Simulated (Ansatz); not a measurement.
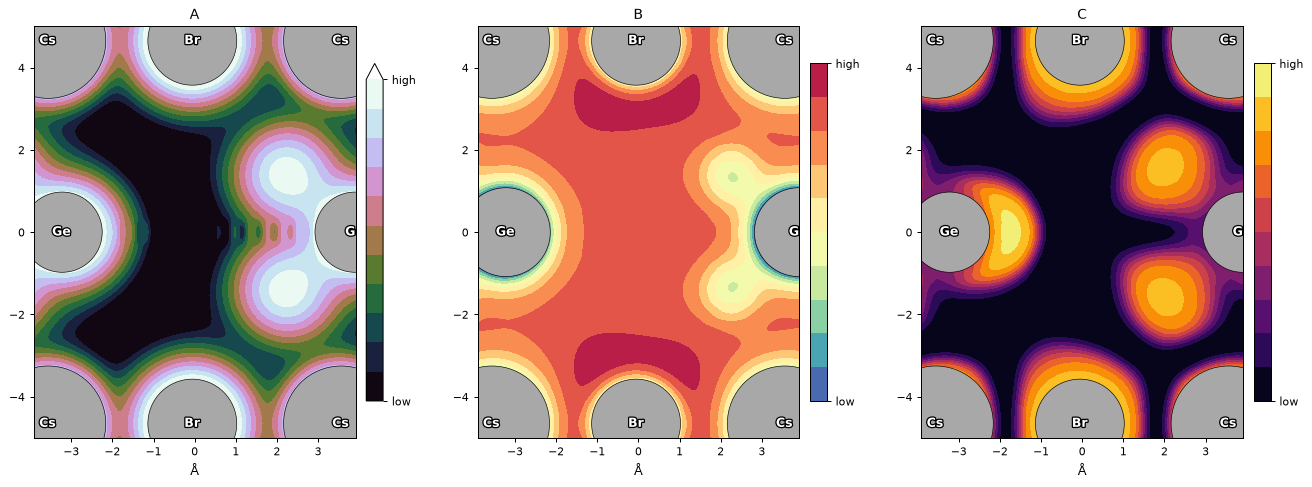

Cs2GeBr4: 3 fields on the (11̄0) plane of the conventional cell, with unlabelled colour scales. Grey discs cover the atomic cores.

Space group Pmm2; a structure from a database of computed crystals, not necessarily the ambient phase; started from the Al2ZnSe4-6 prototype, which need not be the ambient phase.

Theory: DFT, r2SCAN+rVV10, plane waves, PAW in Ansatz 0.2.0.

```
Cs Ge Br
1.0
     0.00000    5.76946    0.00000
     7.30035    0.00000    0.02199
     0.02161    0.00000   -7.12194
Cs Ge Br
2 1 4
Direct
  0.50000 0.50000 0.25869
  0.50000 0.99999 0.69540
  0.00000 0.50000 0.74295
  0.00000 0.74422 0.50957
  0.50000 0.00000 0.18737
  0.50000 0.50000 0.76308
  0.00000 0.25578 0.50958
```

### Match the panels to the quantities (electron localisation function, electrostatic potential energy of an electron and valence pseudo-density).

Panel A: valence pseudo-density. Panel B: electrostatic potential energy of an electron (low next to the atoms, rising into the space between them). Panel C: electron localisation function. From the grid: Cs–Br (3.50 Å): ρ at the midpoint is about 0.09 e/Å³; the ELF is about 0.05 at the midpoint; a largely ionic contact. Cs–Br (3.62 Å): ρ at the midpoint is about 0.07 e/Å³; the ELF is about 0.05 at the midpoint (a closed-shell, largely ionic contact).
